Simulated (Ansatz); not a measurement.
# Ir$_{4}$: what the fields show

The calculation's input:

```
crystal:
  periodic: [false, false, false]
  atoms:
    - {symbol: Ir, position_ang: [-0.459951, -0.933722, 0.685577]}
    - {symbol: Ir, position_ang: [1.715647, -0.014436, 1.002933]}
    - {symbol: Ir, position_ang: [-1.377021, -0.260404, -1.409088]}
    - {symbol: Ir, position_ang: [0.121325, 1.208562, -0.279421]}
basis:
  gaussian: {orbitals: def2-TZVP, initial_orbitals: start.molden}
hamiltonian: {xc: pbe0, dispersion: d4}
scf: {omitted_lower_state_checks: [starts]}
output: {orbitals: {seedname: orbitals}}
```

Command:

```sh
ansatz run in.yaml --threads 4 --pin off --events-out ev --progress --plain --max-ram 3916MiB
```

Geometry: r2SCAN-D4/def2-SVP; core potentials replace the inner electrons of Ir.

Level of theory: Ansatz, RKS PBE0-D4/def2-TZVP.

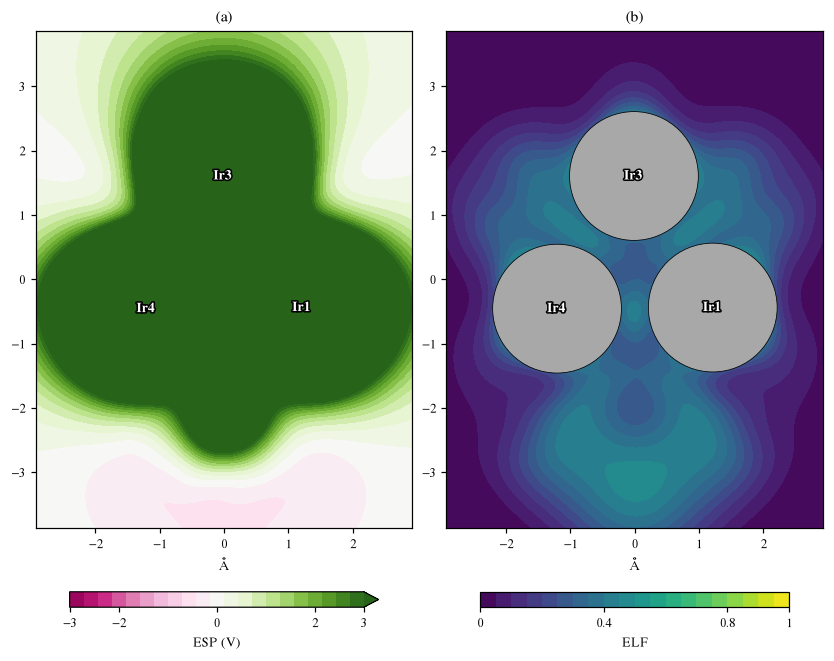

Figure 1. (a) molecular electrostatic potential; (b) ELF on the plane of atoms Ir1, Ir4 and Ir3. Grey discs cover the atomic cores in the ELF map.

### What do the fields say about this system?

The section cuts through Ir sites. Ir–Ir (2.38 Å): the ELF is about 0.40 at the midpoint. Outside the dense part of the molecule the potential is most negative (−0.5 V) near Ir2 and Ir3, which lies off the plane.

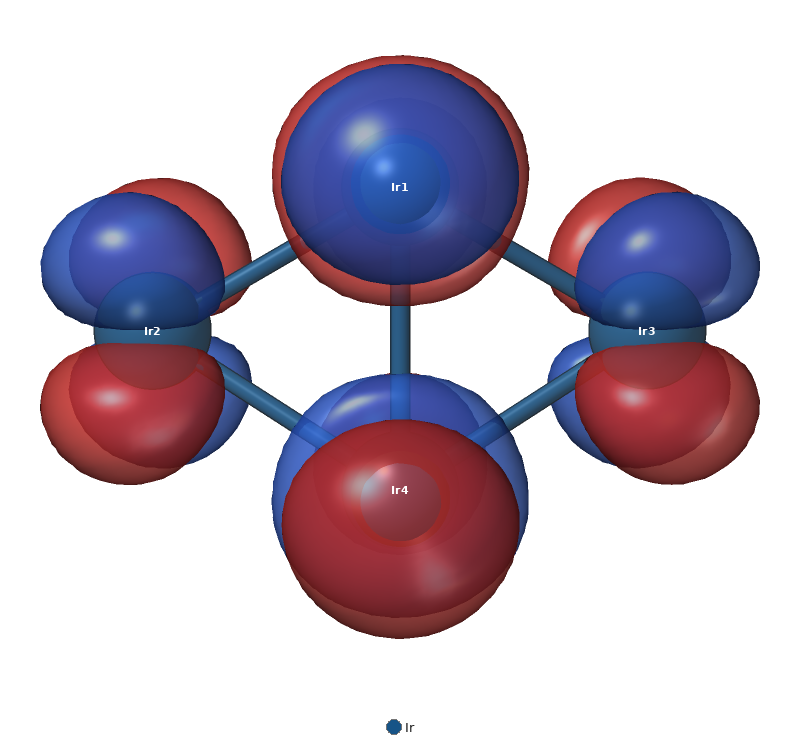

Figure 2. The HOMO−1 at ±0.1 Å⁻³ᐟ² (blue and red are the two phases), seen across its widest extent.

### Where does this orbital lie, and at what energy?

It lies mainly on Ir1 (about 30 %), Ir4 (about 30 %), Ir2 (about 20 %) and Ir3 (about 20 %). Its energy is −5.53 eV.

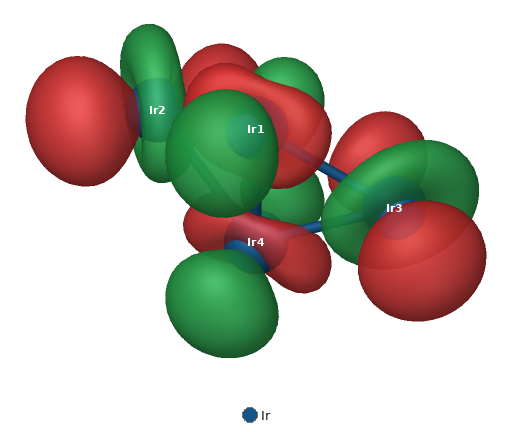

Figure 3. The HOMO at ±0.08 Å⁻³ᐟ² (green and red are the two phases), seen at an oblique angle.

### Where does this orbital lie, and at what energy?

It lies mainly on Ir2 (about 30 %), Ir3 (about 30 %), Ir1 (about 20 %) and Ir4 (about 20 %). Its energy is −5.31 eV.
